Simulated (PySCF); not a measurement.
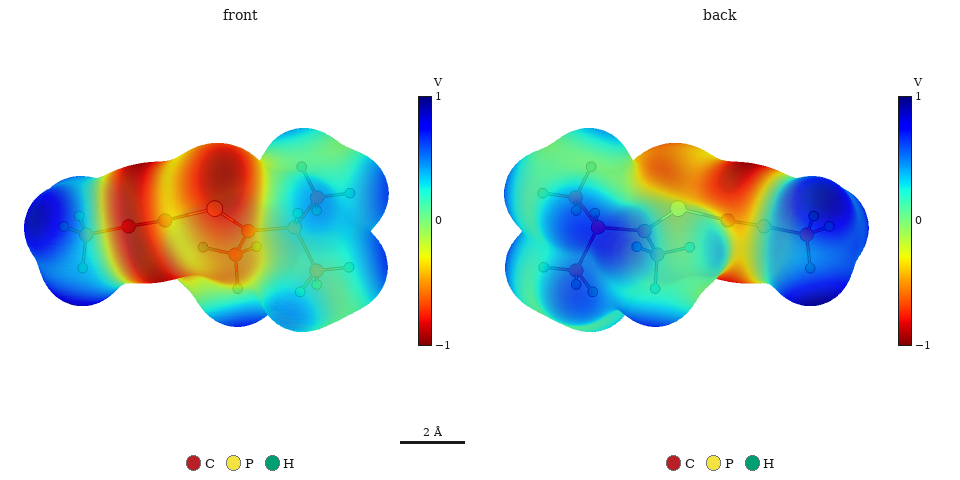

*C$_{8}$H$_{13}$P. The molecular electrostatic potential painted on the density surface at 0.002 e/bohr³, seen from the front and from behind; red is negative and blue positive.*

Geometry: GFN2-xTB.

Computed with PySCF 2.14.0, PBE0/pcSseg-1, SCF density, gas phase, non-relativistic.

```csv
atom,x (Å),y (Å),z (Å)
C,4.6227,0.1548,0.7539
C,3.2218,-0.1081,0.9931
C,2.0375,-0.2994,1.1299
P,0.3745,-0.6463,1.5827
C,-0.4772,-0.1349,0.2175
C,0.1298,0.4605,-1.0103
C,-1.9773,-0.2775,0.2730
C,-2.4706,-1.3631,-0.6884
C,-2.6779,1.0511,-0.0164
H,5.0123,-0.5355,0.0052
H,5.1867,0.0276,1.6779
H,4.7570,1.1756,0.3944
H,-0.3544,0.0810,-1.9088
H,1.1940,0.2403,-1.0615
H,0.0103,1.5457,-1.0013
H,-2.2460,-0.5913,1.2904
H,-1.9687,-2.3065,-0.4833
H,-2.2787,-1.0860,-1.7225
H,-3.5421,-1.5084,-0.5688
H,-3.7493,0.9505,0.1419
H,-2.3036,1.8296,0.6452
H,-2.5114,1.3599,-1.0456
```

**Where is the surface potential most negative and most positive?**

The most negative region (about −0.9 V) lies over C2, C3 and P4, the most positive (about +0.9 V) over H10, H11 and H12.

**How polar is the molecule by this calculation?**

Its dipole moment is 2.03 D.
